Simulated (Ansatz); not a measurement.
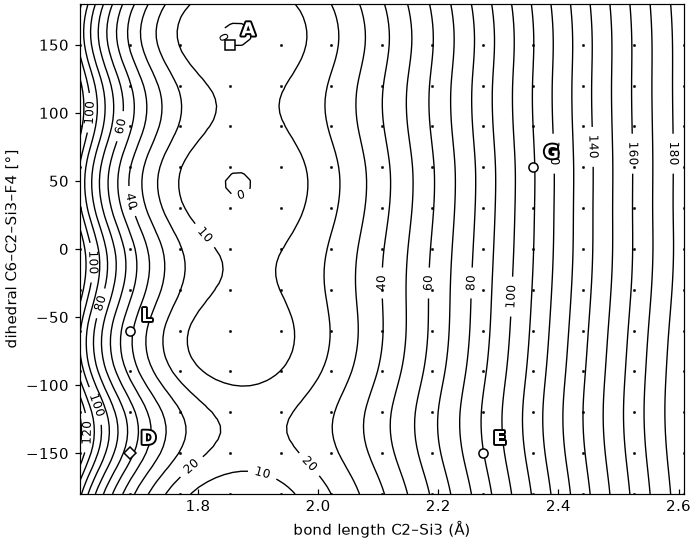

C₂H₆BFOSi, SMILES OC1([SiH2]F)BC1. The first coordinate is: bond length C2–Si3; the second: dihedral C6–C2–Si3–F4. Nothing is relaxed (all other coordinates rigid). The grid has 13 × 12 points. All energies are given in kJ/mol relative to the lowest grid point. All numbers below come from RKS PBE0-D4/def2-SVP (Ansatz).

In the figure: contour lines labelled in kJ/mol, dots at the grid points, lettered points. Between grid points the surface is interpolated.

**What kind of point is each of A, D, E, G, L: minimum, saddle, maximum or slope?**

A: minimum; D: on a slope; E: on a slope; G: on a slope; L: on a slope. (In these two coordinates alone; a stationary point may lie a little off the grid point.)

**Rank the lettered points by energy, lowest first.**

A (0 kJ/mol), L (42 kJ/mol), D (63 kJ/mol), E (90 kJ/mol), G (109 kJ/mol).
